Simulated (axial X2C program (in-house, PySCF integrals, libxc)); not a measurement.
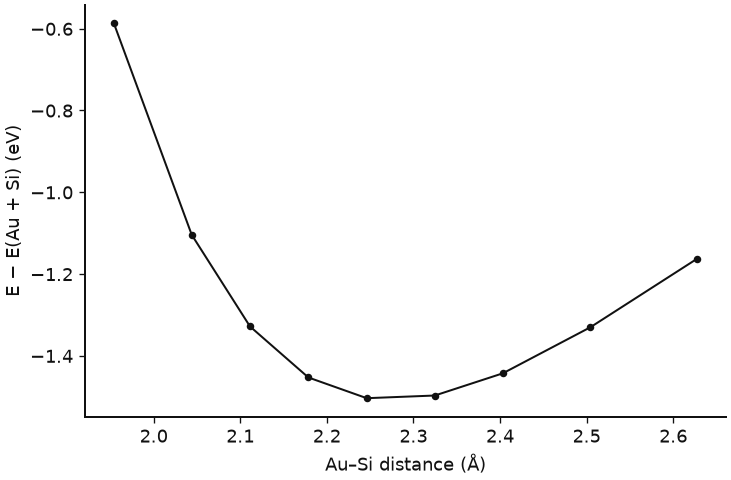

Fig. 1: Energy at 9 bond lengths, for one set of occupations held fixed; the line joins the points. A polynomial of degree 6 through 9 points gives rₑ = 2.275 Å, ωₑ = 332.8 cm⁻¹, ωₑxₑ = 2.1 cm⁻¹ and Bₑ = 0.1329 cm⁻¹. The minimum lies 1.51 eV below Au + Si, each computed as one determinant at the same level.

## AuSi: relativistic diatomic calculation

- system: AuSi, single determinant with M_S = 3/2 and |Λ| = 0 (not the lowest found).
- method: PBE0, spin-free X2C-1e, Au dyall-cv3z, Si dyall-v3z (cores contracted) (axial X2C program (in-house, PySCF integrals, libxc))

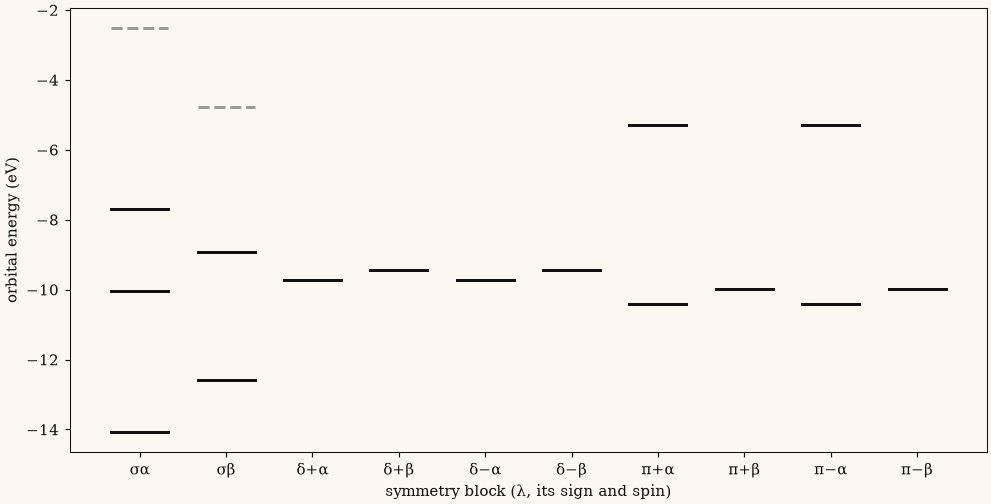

Fig. 2: Orbital energies near the frontier at 2.25 Å, filled (solid) and empty (dashed); a label such as π−α means λ = −1 and α spin. The highest filled orbital (π−α; 75 % Si p, 14 % Au p) lies at −5.29 eV, the lowest empty one (σβ; 40 % Au s, 37 % Si p) at −4.79 eV.

Input and output of the run follow.

## The input
```
{"zs": [79, 14], "q": 0, "bas": ["dyall-cv3z", "dyall-v3z"], "levels": ["PBE0", "HF", "PW91"], "cc": true, "r0": 2.4, "thr": -2.0, "nmax": 90, "npts": 10, "nst": 2, "ntry": 6}
```

The line is the task of a batch: nuclear charges, charge, bases, the levels to run, a first guess of the distance and further settings. This report covers PBE0 without spin-orbit coupling. The log is that of the reference distance 2.246 Å, started from orbitals converged before.

The run was one of a batch that the task file lists, launched with:
```bash
python <driver script> task.json out
```

## Output
```
spin-free X2C-1e  PBE0
basis functions 224  fitting functions 1151  grid points 5079
iter        total energy     max residual
   1     -19304.487016600     1.18e-05
   2     -19304.487016601     1.54e-05
converged
one-electron -26985.45856204  Coulomb 7810.83029068  exact exchange -96.10395106  xc functional -294.33805121  nuclear repulsion 260.58325702
```

## The points of the curve

```
R (Å)    E (hartree)  dipole (D; origin at the first atom, positive when the second is positive)  highest filled (eV)  lowest empty (eV)
1.954  −19304.453331                                                                       −1.57                −5.26              −4.60
2.044  −19304.472336                                                                       −1.66                −5.27              −4.67
2.111  −19304.480571                                                                       −1.73                −5.28              −4.71
2.179  −19304.485155                                                                       −1.78                −5.29              −4.75
2.246  −19304.487017                                                                       −1.84                −5.29              −4.79
2.325  −19304.486777                                                                       −1.89                −5.29              −4.82
2.403  −19304.484781                                                                       −1.93                −5.29              −4.86
2.504  −19304.480641                                                                       −1.97                −5.29              −4.89
2.628  −19304.474470                                                                       −2.00                −5.28              −4.91
```

## Results in brief

| quantity | value |
| --- | --- |
| outcome | converged |
| bond length rₑ | 2.275 Å |
| ωₑ | 332.8 cm⁻¹ |
| energy at the minimum | −19304.48719 hartree |
| depth below the fragments | 1.51 eV |
| largest ⟨S²⟩ along the curve | 3.76 |
| hardware | 1 thread of Arm Neoverse V1, 24 GiB of memory available, shared host |
| wall time | 6.4 s |

## Remarks

Limits: 9 of the 10 points asked for were kept.
